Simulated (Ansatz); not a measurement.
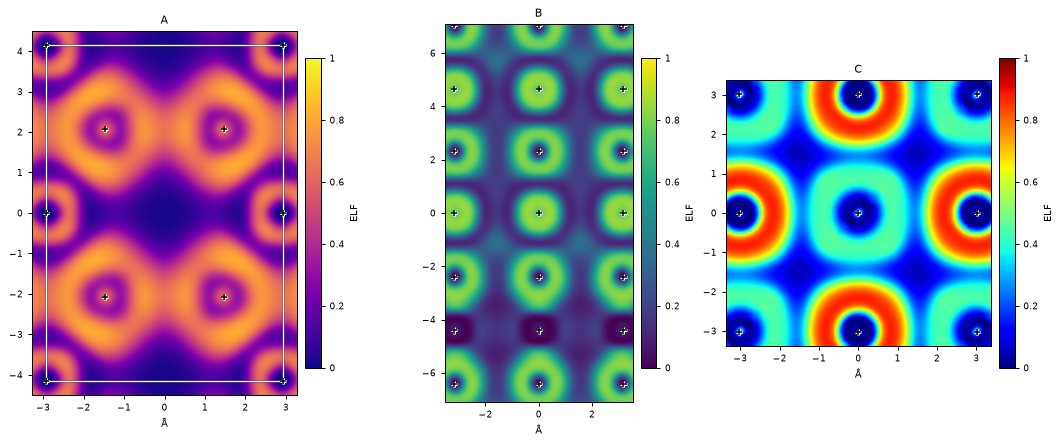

The electron localisation function of 3 systems, each on a plane through atoms (crosses mark nuclei in the plane).

Computed with DFT PBE, scalar-relativistic, plane waves, PAW (Ansatz).

System 1: Hf5AlN6, the (100) plane of the conventional cell. Space group P4/mmm; a structure generated by program, which may or may not match a known phase; computed without spin polarisation.

```
CELL_PARAMETERS angstrom
3.18010 0.00000 0.00000
0.00000 3.18010 0.00000
0.00000 0.00000 13.47306
ATOMIC_POSITIONS crystal
Hf 0.00000 0.00000 0.83569
Hf 0.00000 0.00000 0.16431
Hf 0.50000 0.50000 0.32736
Hf 0.00000 0.00000 0.50000
Hf 0.50000 0.50000 0.67264
Al 0.50000 0.50000 0.00000
N 0.00000 0.00000 0.00000
N 0.50000 0.50000 0.14940
N 0.00000 0.00000 0.33416
N 0.50000 0.50000 0.50000
N 0.00000 0.00000 0.66584
N 0.50000 0.50000 0.85060
```

System 2: Ti2Si3, the (011) plane of the conventional cell. Space group Pn-3m; a structure generated by program, which may or may not match a known phase; computed without spin polarisation.

System 3: GeBr, the (100) plane of the conventional cell. Space group Fm-3m; a structure generated by program, which may or may not match a known phase; computed without spin polarisation.

```
CELL_PARAMETERS angstrom
6.04973 0.00000 0.00000
0.00000 6.04973 0.00000
0.00000 0.00000 6.04973
ATOMIC_POSITIONS crystal
Ge 0.50000 0.00000 0.00000
Ge 0.00000 0.50000 0.00000
Ge 0.00000 0.00000 0.50000
Ge 0.50000 0.50000 0.50000
Br 0.00000 0.00000 0.00000
Br 0.50000 0.50000 0.00000
Br 0.50000 0.00000 0.50000
Br 0.00000 0.50000 0.50000
```

Question: Match each panel to its system.

Answer: Panel A is system 2, Ti2Si3: the plane holds Ti and Si. Ti–Si (2.54 Å): the ELF peaks at about 0.80 in the valence shell of Si, 0.9 Å from its nucleus, and is about 0.50 at the midpoint. Panel B is system 1, Hf5AlN6: the plane holds Hf, Al and N. Al–N (2.01 Å): the ELF peaks at about 0.85 in the valence shell of N, 0.8 Å from its nucleus, and is about 0.80 at the midpoint. Panel C is system 3, GeBr: the plane holds Ge and Br. Ge–Br (3.02 Å): the ELF is about 0.30 at the midpoint.
